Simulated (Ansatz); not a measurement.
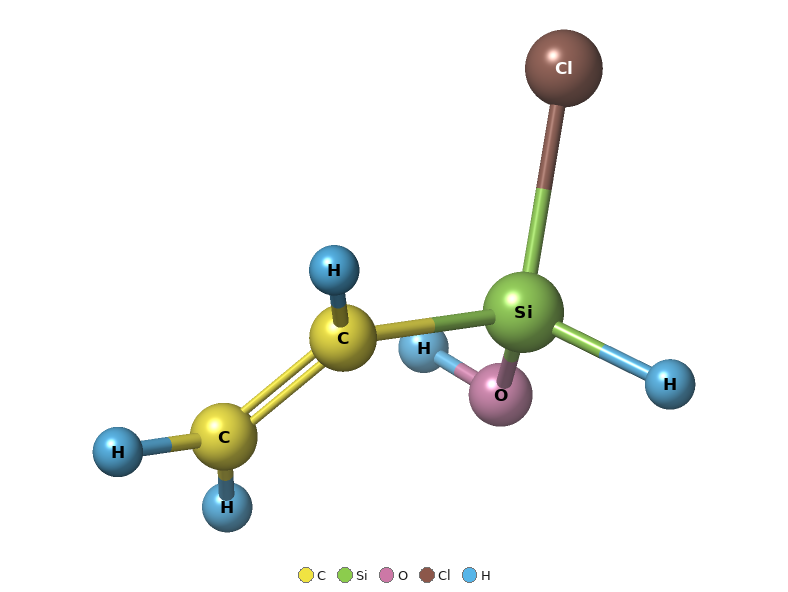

The picture shows a molecular structure as a ball-and-stick model. Double and triple bonds are drawn as two and three sticks.

Describe the molecule.

It has 10 atoms: 2 carbon, 5 hydrogen, 1 chlorine, 1 oxygen and 1 silicon (C₂H₅ClOSi). SMILES: `C=C[Si@@H](O)Cl`. It has no ring. Among its groups: alkene, Si–H bond, Si–O bond. The point group is C1. Coordination: 2 C trigonal planar; 1 Si tetrahedral; 1 O bent.

The parts below concern this one geometry. Atoms keep their numbers from picture to picture. The computed structure is the end point of a PBE0-D4/def2-TZVP optimisation.

## Vibrations

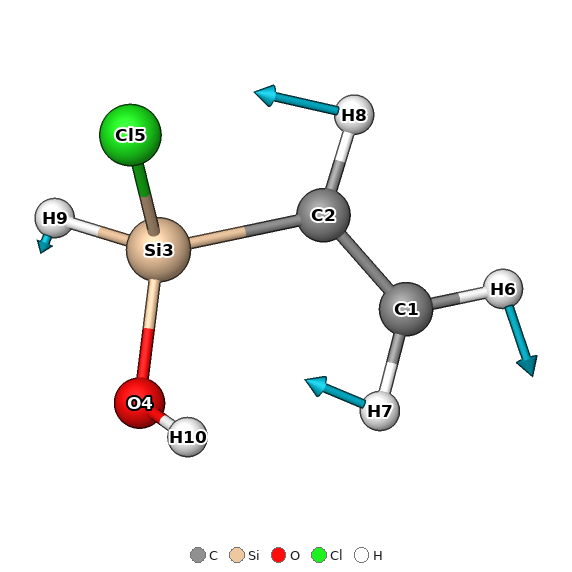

The arrows show one normal mode. Harmonic vibrations computed with RKS PBE0-D4/def2-TZVP (Ansatz 0.2.0) at a stationary point of the same level.

**What kind of motion is it?**

Mostly C–C–H bending.

**Estimate its harmonic wavenumber.**

1019 cm⁻¹; it is mode 15 of 24 counted from the lowest.

## Dipole moment

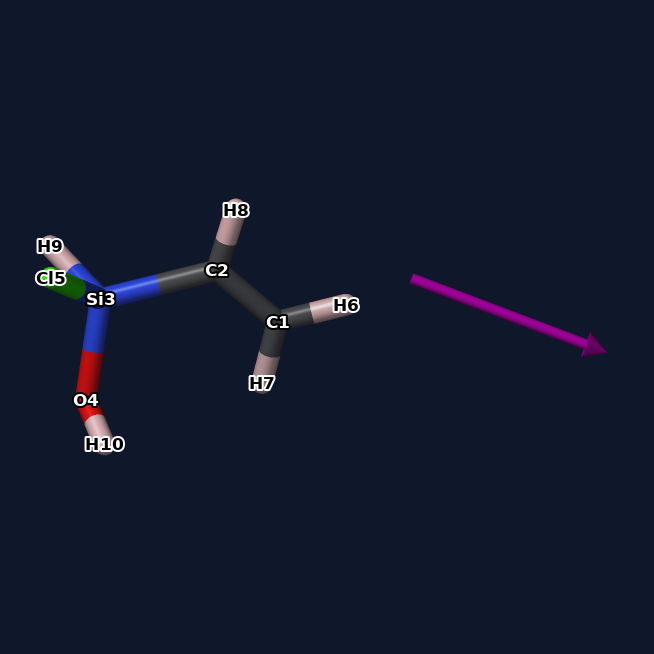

The arrow beside the molecule shows the direction of the dipole moment, from the negative to the positive end (its length means nothing). Properties computed with RKS PBE-D4/def2-TZVPP (Ansatz 0.2.0).

**How large is the dipole moment?**

1.97 D; it points from the side of Cl5, H9 to the side of H6 (the outermost atoms at the two ends).

## Charges

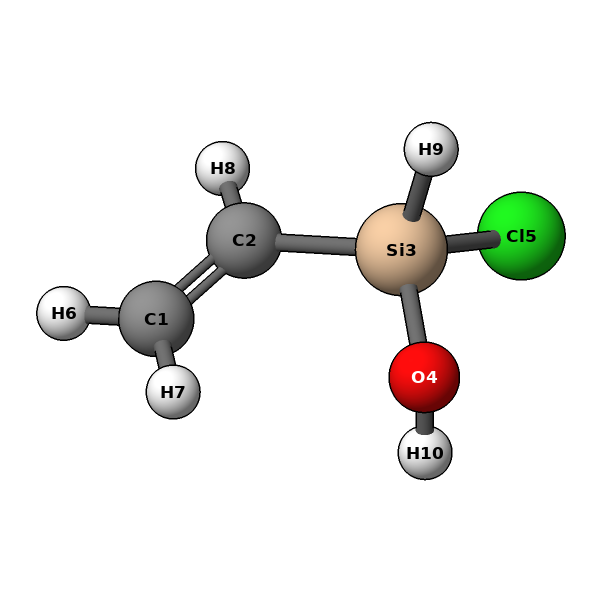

The questions are on Mulliken charges. Method: RKS PBE-D4/def2-TZVPP (Ansatz 0.2.0).

Give the Mulliken charges atom by atom.

```csv
atom,value (e)
C1,−0.18
C2,−0.18
Si3,0.55
O4,−0.35
Cl5,−0.24
H6,0.10
H7,0.09
H8,0.09
H9,−0.07
H10,0.19
```

Mulliken values depend strongly on the basis set and can even reverse the polarity of a bond.
